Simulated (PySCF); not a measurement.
# ClH6N3Ti, SMILES `N[Ti](N)(N)Cl`: electronic structure

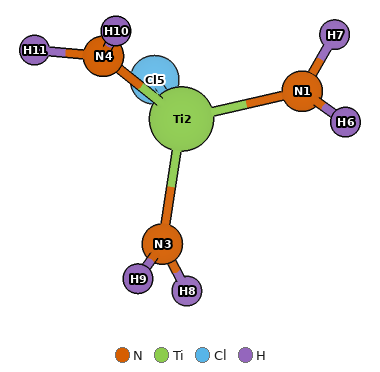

The molecule, with its atoms numbered as below. No frequency check shows the geometry to be a minimum.

Geometry (Å), atoms numbered from 1:

```
N1       0.8728   -1.7114   -0.3801
Ti2      0.2845   -0.0022   -0.0025
N3       0.9163    0.5082    1.6573
N4       0.9396    1.1681   -1.2723
Cl5     -1.8854    0.0257   -0.0016
H6       1.7293   -2.1823   -0.0927
H7       0.3649   -2.3214   -1.0244
H8       0.5145    0.1412    2.5227
H9       1.7617    1.0282    1.8874
H10      1.7594    1.0797   -1.8705
H11      0.5626    2.1129   -1.3747
```

## 1. Bonding charge

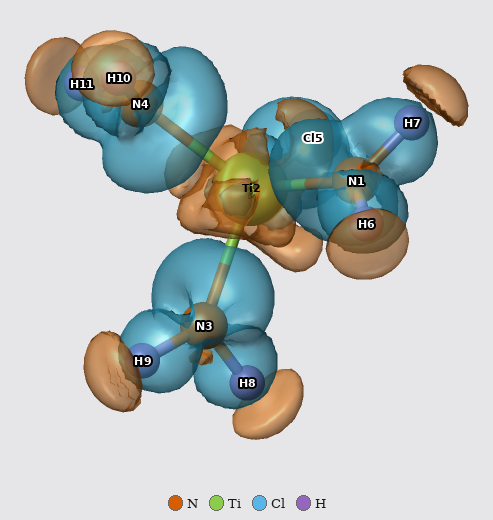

Deformation density (molecule less spherical, spin-averaged free atoms at the same positions), surfaces at ±0.06 e/Å³; light blue: gain, orange: loss.

Level of theory: PBE/def2-TZVP (PySCF), at a geometry from GFN2-xTB. This is a single-reference result, which may miss multireference character in this system.

Question: How much density has each bond gained at its critical point, relative to the free atoms?

Answer: N4–H10: +0.74 e/Å³ at the bond critical point (bond length 1.02 Å, Mayer order 0.9). N1–H6: +0.74 e/Å³ at the bond critical point (bond length 1.02 Å, Mayer order 0.9). N3–H9: +0.74 e/Å³ at the bond critical point (bond length 1.02 Å, Mayer order 0.9). N3–H8: +0.73 e/Å³ at the bond critical point (bond length 1.02 Å, Mayer order 0.9). N1–H7: +0.73 e/Å³ at the bond critical point (bond length 1.02 Å, Mayer order 0.9). N4–H11: +0.73 e/Å³ at the bond critical point (bond length 1.02 Å, Mayer order 0.9). N1–Ti2 and Ti2–N3: +0.22 e/Å³ at the bond critical point (bond length 1.85 Å, Mayer order 1.0). Ti2–N4: +0.22 e/Å³ at the bond critical point (bond length 1.85 Å, Mayer order 1.1). Ti2–Cl5: +0.12 e/Å³ at the bond critical point (bond length 2.17 Å, Mayer order 1.0). In all, 2.4 electrons gather in the regions of gain relative to the promolecule. A small or negative value marks a very polar bond, one between electron-rich atoms, whose free-atom densities already overlap strongly, a long bond to a heavier atom, or a closed-shell contact such as a hydrogen bond.

## 2. Bond critical points

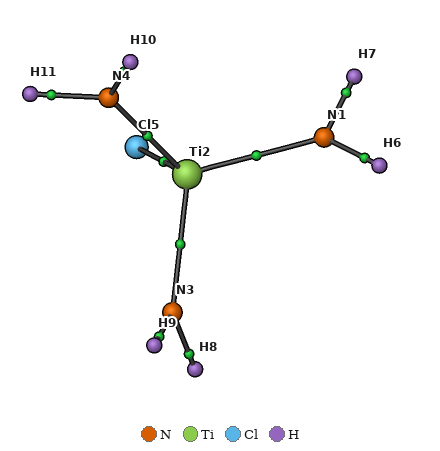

Molecular graph of the electron density (QTAIM): bond paths, bond critical points (green), ring points (magenta, if any); weak paths are dashed.

Question: How many critical points of each kind are there, and does the count close?

Answer: 11 nuclei, 10 bond, 0 ring and 0 cage critical points: 11 − 10 + 0 − 0 = 1, as the Poincaré–Hopf relation requires.

Question: What does the calculation give at each kind of bond critical point?

Answer:
| bond | length (Å) | ρ (a.u.) | ∇²ρ (a.u.) | ε | H (a.u.) |
| --- | --- | --- | --- | --- | --- |
| N4–H10 | 1.019 | 0.326 | −1.50 | 0.02 | −0.436 |
| N1–H6 | 1.019 | 0.326 | −1.50 | 0.02 | −0.436 |
| N3–H9 | 1.019 | 0.326 | −1.50 | 0.02 | −0.435 |
| N3–H8 | 1.022 | 0.323 | −1.45 | 0.02 | −0.424 |
| N1–H7 | 1.022 | 0.323 | −1.46 | 0.02 | −0.425 |
| N4–H11 | 1.022 | 0.323 | −1.45 | 0.02 | −0.424 |
| N1–Ti2 (2 alike) | 1.847 | 0.149 | +0.49 | 0.29 | −0.050 |
| Ti2–N4 | 1.847 | 0.149 | +0.49 | 0.29 | −0.050 |
| Ti2–Cl5 | 2.170 | 0.101 | +0.29 | 0.00 | −0.028 |

Question: What kind of interaction is N4–H10?

Answer: Shared-shell (covalent): ρ = 0.326, ∇²ρ = −1.50, H = −0.436 a.u.

## 3. Local ionisation energy

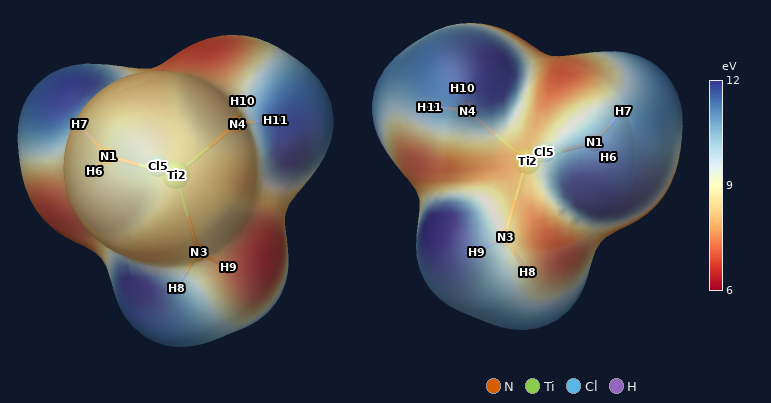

Average local ionisation energy on the surface of electron density 0.001 a.u. (back view left, front view right).

Question: Where are the most loosely bound electrons on this surface?

Answer: The lowest value is 6.7 eV, over N3, off the plane of its three bonds (2.1 Å). For comparison, the highest occupied orbital lies at −5.8 eV.

## 4. In an electric field

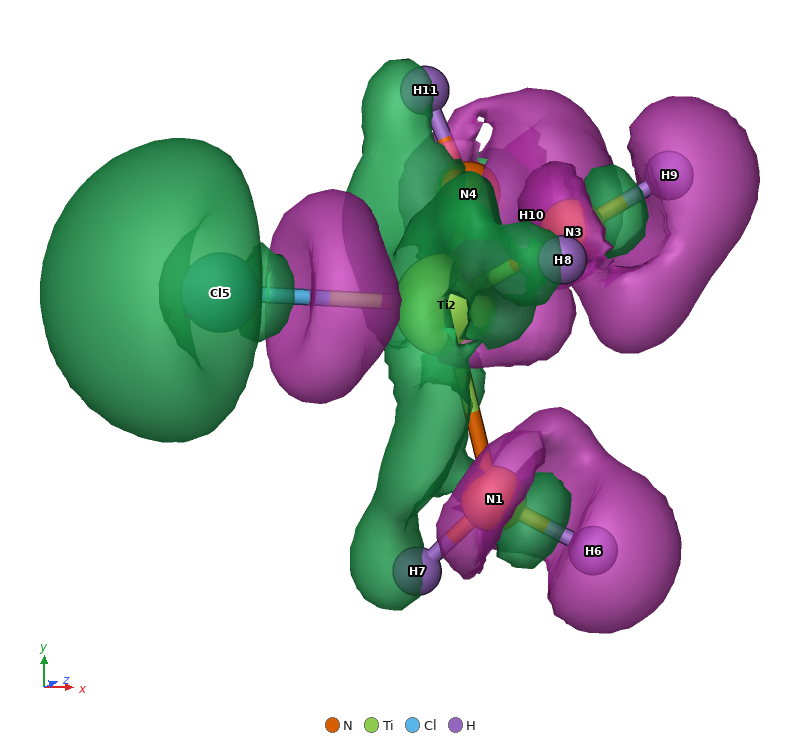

Change of the electron density in a uniform field of 0.21 V/Å, surfaces at ±0.0015 e/Å³ (green: gain, purple: loss).

Method: PBE/def2-TZVP; geometry: GFN2-xTB; program: PySCF. This is a single-reference result, which may miss multireference character in this system. A basis without diffuse functions makes polarisabilities too small.

Question: Along which Cartesian direction does the field point?

Answer: Along +x: electrons gather on the −x side, against the field.

Question: What dipole is induced, and what polarisability does it imply?

Answer: The induced dipole is 0.80 D (along the field); α along this axis, from the fields in both directions, is 79 bohr³ (11.7 Å³).

Question: Which atoms gain and lose the most charge?

Answer: Electrons gather most on Cl5 (Hirshfeld charge changes by −0.027 e) and leave H9 most (+0.007 e); 0.064 electrons are displaced in all.

## 5. Removing or adding an electron

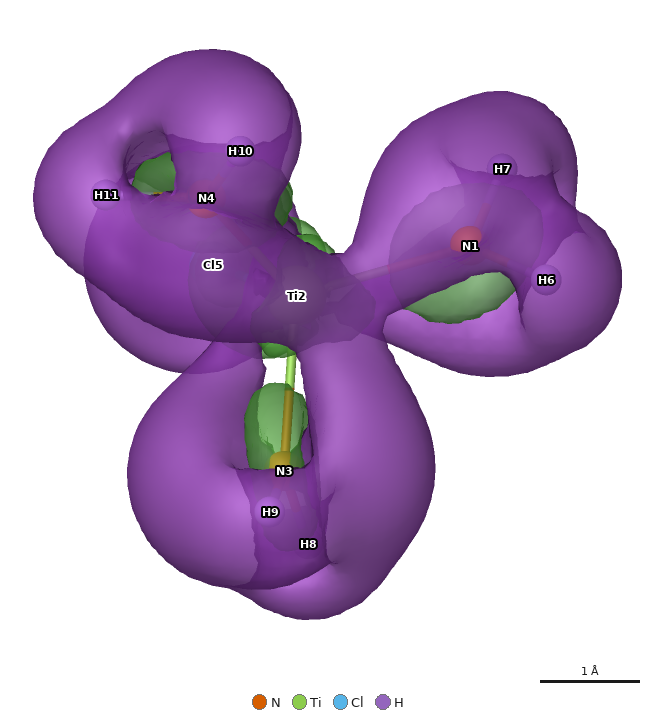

Fukui function f⁻ = ρ(N) − ρ(N−1) at fixed geometry, surfaces at ±0.01 e/Å³ (purple positive, green negative).

Question: On which atoms does the density change most on removal of an electron?

Answer: f⁻ (Hirshfeld-condensed) is largest on N1 and N3 (0.14 each), Cl5 (0.14) and N4 (0.13); the vertical ionisation energy is 8.54 eV (the stability of the cation's solution wasn't checked). Condensed values hint at sites of electrophilic attack but needn't mark the atom that reacts. Shares this close don't rank the sites. Orbital relaxation makes it negative in places (0.18 e in all).

```json
{"atom": "N1", "f⁻": "+0.13", "charge": "−0.32"}
{"atom": "Ti2", "f⁻": "+0.12", "charge": "+0.46"}
{"atom": "N3", "f⁻": "+0.14", "charge": "−0.32"}
{"atom": "N4", "f⁻": "+0.13", "charge": "−0.32"}
{"atom": "Cl5", "f⁻": "+0.14", "charge": "−0.19"}
{"atom": "H6", "f⁻": "+0.06", "charge": "+0.11"}
{"atom": "H7", "f⁻": "+0.06", "charge": "+0.11"}
{"atom": "H8", "f⁻": "+0.06", "charge": "+0.11"}
{"atom": "H9", "f⁻": "+0.06", "charge": "+0.11"}
{"atom": "H10", "f⁻": "+0.05", "charge": "+0.11"}
{"atom": "H11", "f⁻": "+0.05", "charge": "+0.11"}
```
